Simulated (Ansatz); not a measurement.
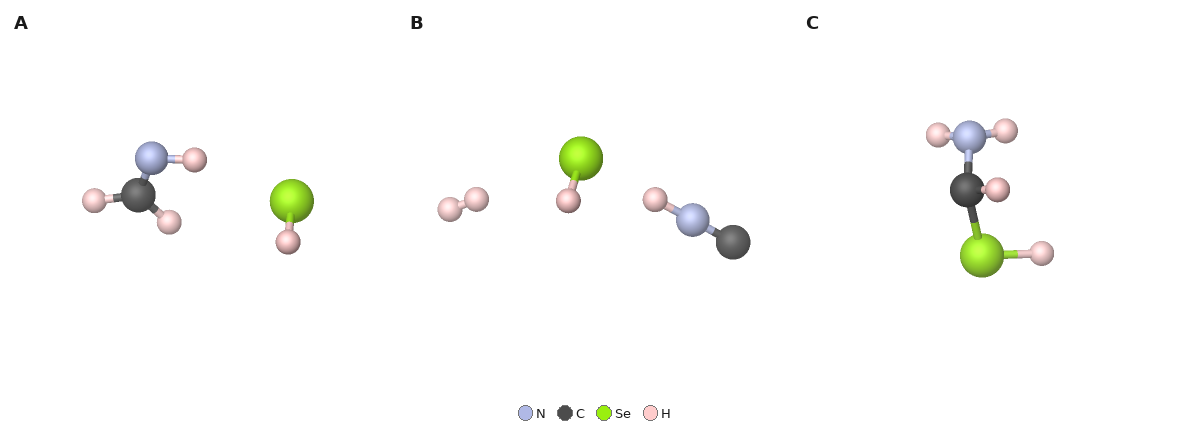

3 stationary structures of one formula. The species has charge −1 and is a spin singlet. Geometries: PBE0-D4/def2-TZVPD. Electronic energies: RHF-CCSD(T) (frozen core)/def2-TZVPPD (Ansatz 0.2.0), without zero-point energy. No frequency run is at hand to confirm each as a minimum. Each is one conformer, not always the lowest.

> Rank them by energy, lowest first.

A is lowest (C1); B lies 16.9 kcal/mol above it (C1), C lies 44.4 kcal/mol above it (C1).
